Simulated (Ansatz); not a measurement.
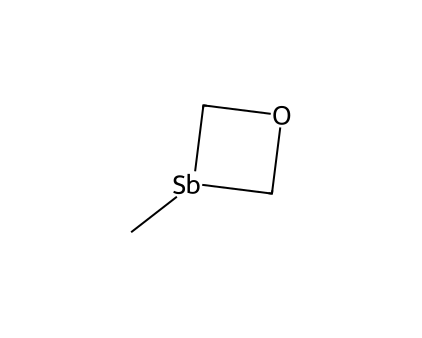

Simulated data, not a measurement (program: Ansatz).

Skeletal drawing of a molecule.

### Write the SMILES.

[CH3][Sb]1[CH2]O[CH2]1

### Give the formula, hydrogens included.

C3H7OSb.

### An optimisation with PBE-D4/def2-SVP gave a structure of which point group?

Cs.
